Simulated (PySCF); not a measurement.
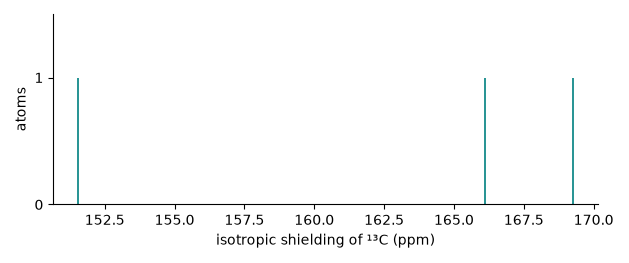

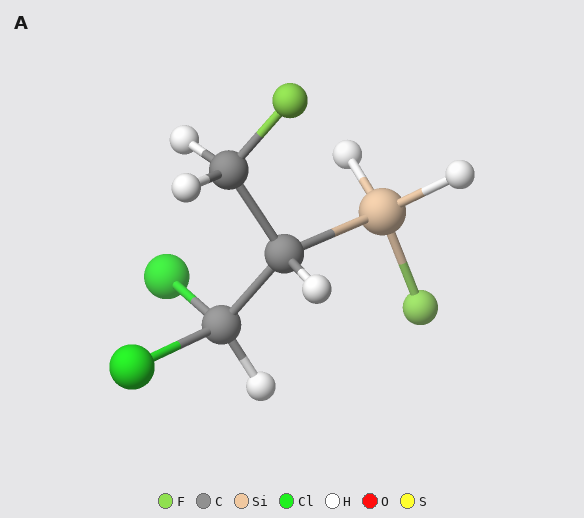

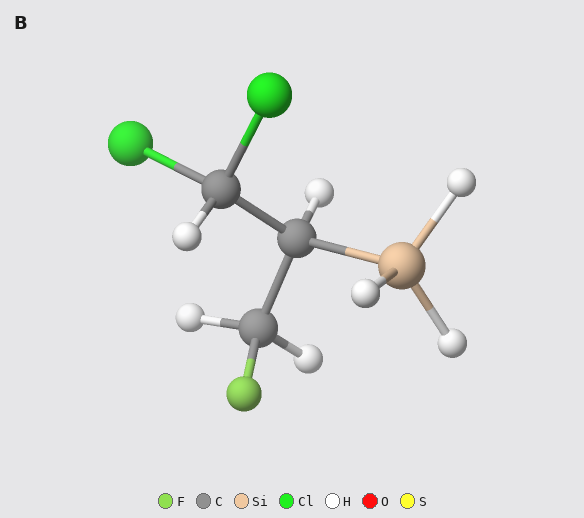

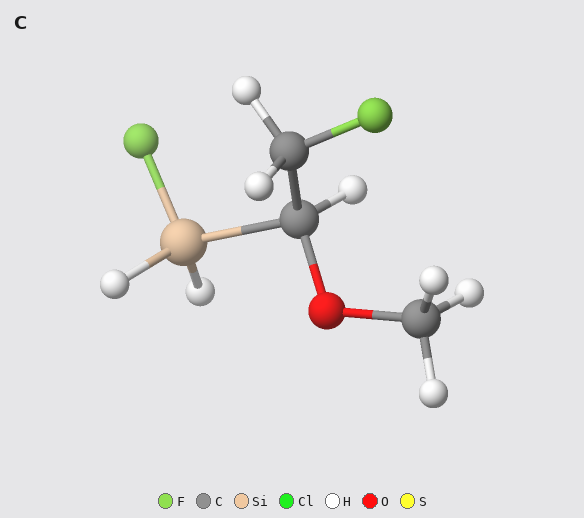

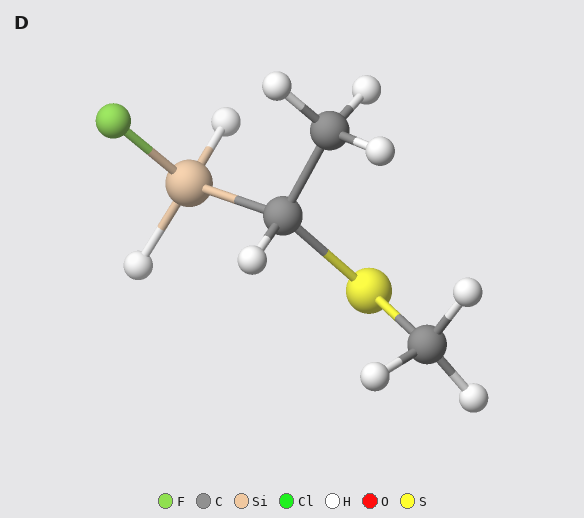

The sticks are computed shieldings of one of the molecules, for one fixed geometry (GFN2-xTB) without averaging over rotations. Low shielding means a high chemical shift. Method: GIAO PBE0/pcSseg-1 NMR shielding, non-relativistic, gas phase (PySCF 2.14.0).

Question: Which molecule gives this pattern?

Answer: D, `CS[C@@H](C)[SiH2]F`. Its 3 C atoms give lines at 151.5, 166.1, 169.3 ppm.

The geometry is semi-empirical. Around Si such bond lengths and angles can be off by a tenth of an ångström or more and by several degrees, and values that hang on the shape move with them.
